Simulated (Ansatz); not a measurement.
# Cu(PH3)(SH) (CuH₄PS): structure and electronic state

What does Cu(PH3)(SH) (CuH₄PS) look like as a singlet, and where do its frontier electrons sit?

Program: Ansatz 0.2.0, Gaussian basis. Level of theory: RKS PBE0-D4/def2-TZVP. These are calculated values, not measurements.

Plan: relaxation at PBE-D4/def2-TZVP; a search for the lowest solution at PBE0-D4/def2-SVP; a single point at PBE0-D4/def2-TZVP.

## Step 1: Starting geometry

7 atoms, charge 0, spin multiplicity 1.

Atoms are counted from 1 here; the program's logs count them from 0.

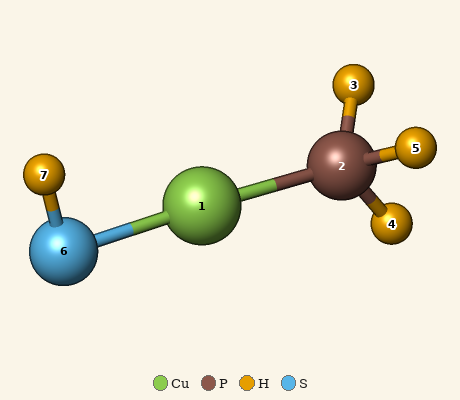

The starting geometry (copper green, phosphorus brown, hydrogen amber, sulfur blue); atoms are numbered from 1 in the order of the file.

Formally the metal is d10. No spin-orbit coupling is included.

The start is a GFN2-xTB geometry.

## Step 2: Optimising with PBE-D4/def2-TZVP

in.yaml

```yaml
crystal:
  periodic: [false, false, false]
  atoms:
    - {symbol: Cu, position_ang: [0.142180, 0.077140, -0.911030]}
    - {symbol: P, position_ang: [0.163080, 0.059150, 1.296520]}
    - {symbol: H, position_ang: [-0.802360, 0.728060, 2.022730]}
    - {symbol: H, position_ang: [1.236310, 0.551300, 2.010870]}
    - {symbol: H, position_ang: [0.061210, -1.126090, 2.001050]}
    - {symbol: S, position_ang: [0.203400, 0.106540, -3.110160]}
    - {symbol: H, position_ang: [-1.003810, -0.396110, -3.309980]}
basis:
  gaussian: {orbitals: def2-TZVP}
hamiltonian: {xc: pbe, dispersion: d4}
scf: {lower_state_search: "off"}
output: {orbitals: {seedname: orbitals}}
relax: {f_tol: 0.02, max_steps: 100}
```

Started as:

```bash
$ ansatz run in.yaml --threads 4 --pin off --events-out ev --progress --plain --max-ram 3916MiB
```

The program printed, shortened:

```text
Functional definition: PBE
  name "PBE"
  cite "Perdew, Burke & Ernzerhof, Phys. Rev. Lett. 77, 3865 (1996) doi:10.1103/PhysRevLett.77.3865"
  parent pbe
[...]
1160 factors; their error is unknown
[...]
mean field -64816.67416202 eV, -2381.9688411344 hartree, gradient 2.0e-6 eV, S^2 0.000000; 0 other end points of the search recorded, 0 dependent functions left out
[...]
reference -64816.67420947 eV, -2381.9688428784 hartree; 32, 32 occupied and 111, 111 virtual orbitals, 1160 factors
relax step   1: F+E_penalty+E_count = -64816.82136661 eV  Δ(F+E_penalty+E_count) = +0.000e0 eV  max|allowed force component| = 1.461e0 eV/Å  Δτ_max = 0.0000 Å  (18 SCF iters, accepted)
[...]
relax step   4: F+E_penalty+E_count = -64816.93706145 eV  Δ(F+E_penalty+E_count) = -1.561e-3 eV  max|allowed force component| = 2.055e-2 eV/Å  Δτ_max = 0.0252 Å  (21 SCF iters, accepted)
[...]
relax step   5: F+E_penalty+E_count = -64816.93711350 eV  Δ(F+E_penalty+E_count) = -5.205e-5 eV  max|allowed force component| = 4.162e-3 eV/Å  Δτ_max = 0.0029 Å  (14 SCF iters, accepted)
Total energy: -64816.93716118 eV, -2381.9785061756 hartree
Atom 0 at     0.159206     0.076364    -0.911747 Å, force    -0.003668    -0.004162     0.002386 eV/Å
Atom 1 at     0.149041     0.052254     1.252443 Å, force    -0.000561    -0.001026    -0.000717 eV/Å
Atom 2 at    -0.855985     0.754026     1.974745 Å, force     0.000216     0.001190     0.000162 eV/Å
Atom 3 at     1.274341     0.572056     1.948864 Å, force     0.000803     0.000763    -0.002660 eV/Å
Atom 4 at     0.048997    -1.179883     1.957005 Å, force     0.000729     0.000220     0.001561 eV/Å
Atom 5 at     0.236186     0.120808    -3.046198 Å, force     0.002486     0.002929     0.000758 eV/Å
Atom 6 at    -1.011776    -0.395634    -3.175113 Å, force    -0.000005     0.000085    -0.001489 eV/Å
Dipole moment:    -0.138596    -0.067230     1.308035 e Å
Checks for a lower state left out: stability, starts, cluster_reference, orbital_swaps, neighbouring_geometries, increment
```

Wall time 4.3 s (4 threads of Arm Neoverse V2, shared host).

Relaxation path:

| step | energy from step 1 (eV) | largest force component (eV/Å) |
| --- | --- | --- |
| 1 | 0.0000 | 1.4613 |
| 2 | -0.0987 | 0.6908 |
| 3 | -0.1141 | 0.1294 |
| 4 | -0.1157 | 0.0206 |
| 5 | -0.1157 | 0.0042 |

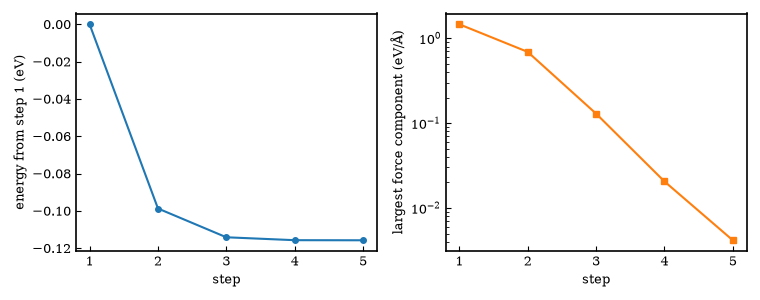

Energy and force, step by step.

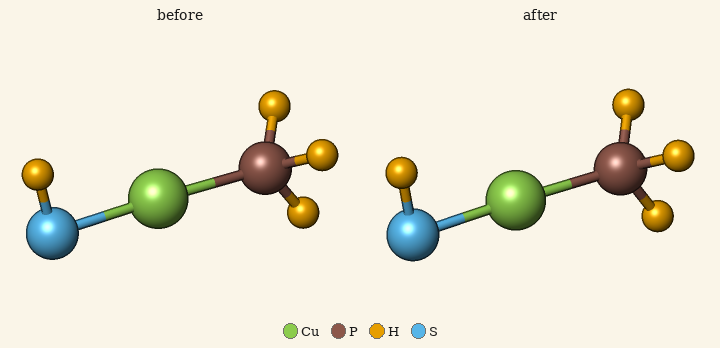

Before and after, at one scale.

Close pairs (by a distance rule), those that changed most:

| bond | before (Å) | after (Å) | change (Å) |
| --- | --- | --- | --- |
| Cu1–S6 | 2.200 | 2.136 | -0.064 |
| Cu1–P2 | 2.208 | 2.164 | -0.043 |
| P2–H3 | 1.381 | 1.423 | +0.042 |
| P2–H4 | 1.380 | 1.422 | +0.042 |
| P2–H5 | 1.383 | 1.423 | +0.040 |
| S6–H7 | 1.323 | 1.357 | +0.034 |

Bonds by kind at the end (by distance):

| bond | count | shortest (Å) | longest (Å) |
| --- | --- | --- | --- |
| Cu–P | 1 | 2.164 | 2.164 |
| Cu–S | 1 | 2.136 | 2.136 |
| H–P | 3 | 1.422 | 1.423 |
| H–S | 1 | 1.357 | 1.357 |

## Step 3: Searching for the lowest solution, PBE0-D4/def2-SVP

start.molden holds the orbitals of an earlier run on this state, given as this run's starting guess.

in.yaml

```yaml
crystal:
  periodic: [false, false, false]
  atoms:
    - {symbol: Cu, position_ang: [0.159206, 0.076364, -0.911747]}
    - {symbol: P, position_ang: [0.149041, 0.052254, 1.252443]}
    - {symbol: H, position_ang: [-0.855985, 0.754026, 1.974745]}
    - {symbol: H, position_ang: [1.274341, 0.572056, 1.948864]}
    - {symbol: H, position_ang: [0.048997, -1.179883, 1.957005]}
    - {symbol: S, position_ang: [0.236186, 0.120808, -3.046198]}
    - {symbol: H, position_ang: [-1.011776, -0.395634, -3.175113]}
basis:
  gaussian: {orbitals: def2-SVP, initial_orbitals: start.molden}
hamiltonian: {xc: pbe0, dispersion: d4}
output: {orbitals: {seedname: orbitals}}
```

The command is unchanged.

The program printed:

```text
Functional definition: PBE0
  name "PBE0"
  cite "Adamo & Barone, J. Chem. Phys. 110, 6158 (1999) doi:10.1063/1.478522"
  cite "Perdew, Burke & Ernzerhof, Phys. Rev. Lett. 77, 3865 (1996) doi:10.1103/PhysRevLett.77.3865"
  parent pbe
  parameter a = 0.25
  parameter kappa = 0.804
  parameter beta = 0.06672455060314922
  exchange = (1 - a)*pbe_x(kappa = kappa, mu = beta*pi^2/3) + a*exact_x
  correlation = pbe_c(beta = beta)
875 factors; integrals over basis functions are off by at most 1.3e-3 eV
mean field evaluation 1: about -64803.8506 eV, gradient 1.8e1 eV
mean field evaluation 2: about -64804.3933 eV, gradient 1.0e0 eV
mean field evaluation 4: about -64804.5194 eV, gradient 1.9e-2 eV
mean field evaluation 8: about -64801.0427 eV, gradient 4.3e1 eV
mean field evaluation 16: about -64804.5194 eV, gradient 1.2e-1 eV
mean field -64804.51944932 eV, -2381.5221636817 hartree, gradient 3.9e-5 eV, S^2 0.000000; 1 other end points of the search recorded, 0 dependent functions left out
reference -64804.51948764 eV, -2381.5221650897 hartree; 32, 32 occupied and 55, 55 virtual orbitals, 875 factors
Total energy: -64804.64743526 eV, -2381.5268670780 hartree
```

Wall time 1 s (4 threads of Arm Neoverse V2, shared host).

From the report: HOMO -5.39 eV, LUMO -0.41 eV.

## Step 4: Single point, PBE0-D4/def2-TZVP

in.yaml: that of step 3 with these lines changed.

```diff
@@ -11,4 +11,5 @@
 basis:
-  gaussian: {orbitals: def2-SVP, initial_orbitals: start.molden}
+  gaussian: {orbitals: def2-TZVP, initial_orbitals: start.molden}
 hamiltonian: {xc: pbe0, dispersion: d4}
+scf: {omitted_lower_state_checks: [starts]}
 output: {orbitals: {seedname: orbitals}}
```

The command is unchanged.

The program printed:

```text
Functional definition: PBE0
  name "PBE0"
  cite "Adamo & Barone, J. Chem. Phys. 110, 6158 (1999) doi:10.1063/1.478522"
  cite "Perdew, Burke & Ernzerhof, Phys. Rev. Lett. 77, 3865 (1996) doi:10.1103/PhysRevLett.77.3865"
  parent pbe
  parameter a = 0.25
  parameter kappa = 0.804
  parameter beta = 0.06672455060314922
  exchange = (1 - a)*pbe_x(kappa = kappa, mu = beta*pi^2/3) + a*exact_x
  correlation = pbe_c(beta = beta)
these checks for a lower state are left out or cut short: starts
1271 factors; their error is unknown
mean field evaluation 1: about -64815.9019 eV, gradient 1.4e2 eV
mean field evaluation 2: about -64818.1462 eV, gradient 4.3e0 eV
mean field evaluation 4: about -64818.2402 eV, gradient 5.3e-4 eV
mean field -64818.30720073 eV, -2382.0288542002 hartree, gradient 2.9e-5 eV, S^2 0.000000; 0 other end points of the search recorded, 0 dependent functions left out
reference -64818.30723559 eV, -2382.0288554814 hartree; 32, 32 occupied and 111, 111 virtual orbitals, 1271 factors
Total energy: -64818.43518321 eV, -2382.0335574698 hartree
Checks for a lower state left out: starts
```

Wall time 1.3 s (4 threads of Arm Neoverse V2, shared host).

From the report: HOMO -5.79 eV, LUMO -0.90 eV.

Mulliken charges, from this run's orbitals:

| atom | value (e) |
| --- | --- |
| Cu1 | 0.01 |
| P2 | -0.04 |
| H3 | 0.12 |
| H4 | 0.12 |
| H5 | 0.12 |
| S6 | -0.47 |
| H7 | 0.15 |

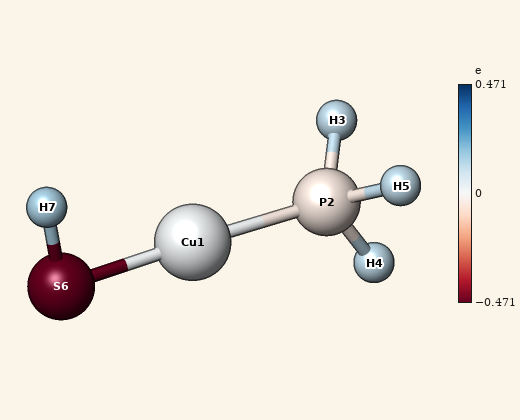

Mulliken charges, from this run's orbitals, as colours on the atoms.

Largest Mayer bond orders: Cu1–S6 1.06; S6–H7 0.94; P2–H4 0.94; P2–H3 0.94; P2–H5 0.94; Cu1–P2 0.85.

The fields below are evaluated on a grid from the run's orbitals.

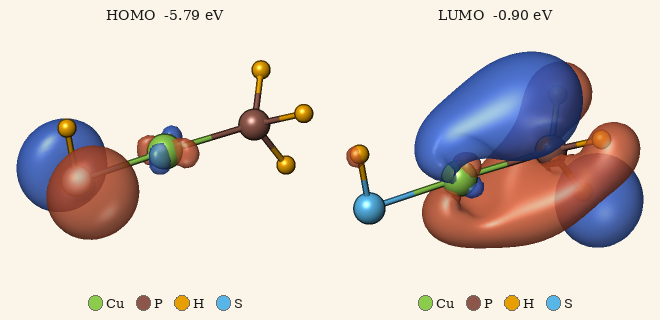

Frontier orbitals at PBE0-D4/def2-TZVP; each surface holds 70 % of the orbital's density, blue and red mark the sign.

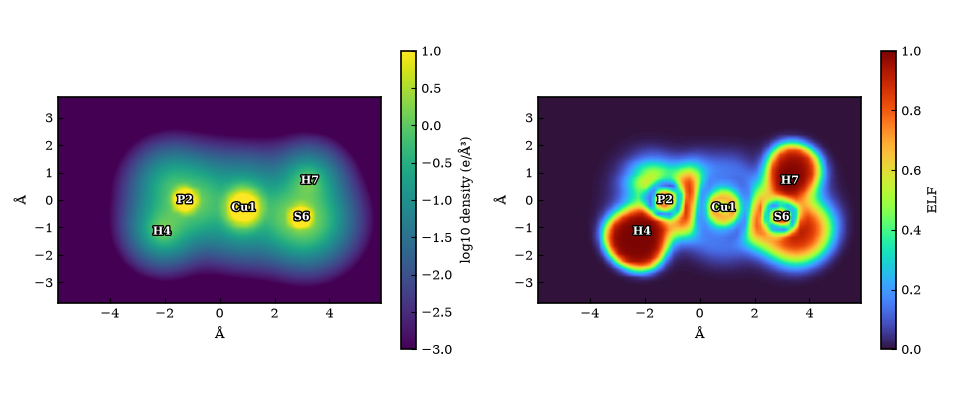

Density (left) and ELF (right) in a plane through or near 5 of the atoms.

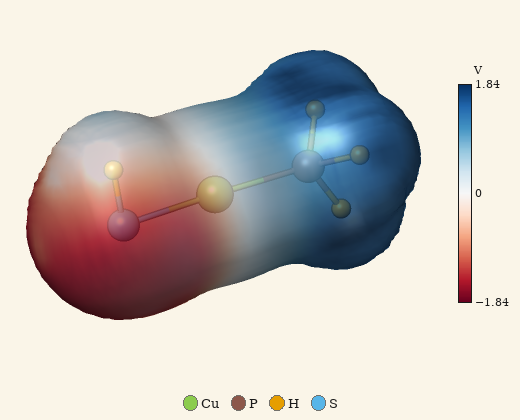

The potential that a unit positive charge feels on the 0.002 e/bohr³ surface, from -1.82 V near S6 to 1.84 V near H3.

## Step 5: Summary of results

| quantity | value |
| --- | --- |
| point group | Cs |
| near neighbours of the metal | P 2.16, S 2.14 Å |
| HOMO, LUMO at PBE0-D4/def2-TZVP | -5.79, -0.90 eV |
| charge on the metal (Mulliken, PBE0-D4/def2-TZVP) | +0.01 e |
| dipole at PBE-D4/def2-TZVP | 6.33 D |

The molecule keeps its bonding pattern by the stored test; the atoms moved 0.08 Å (rms). The metal has 2 near neighbours by the distance rule, from 2.14 to 2.16 Å. The Mulliken charge of the metal, +0.01 e, depends on the basis and isn't its oxidation state. No usable vibrations, so a minimum isn't proven. The HOMO lies nearest to S6 76 %; Cu1 13 % and the LUMO to P2 30 %; Cu1 22 %. Whether this spin is the lowest isn't tested here. The point group is read from a loosely relaxed geometry; soft torsions can leave it below the true symmetry.
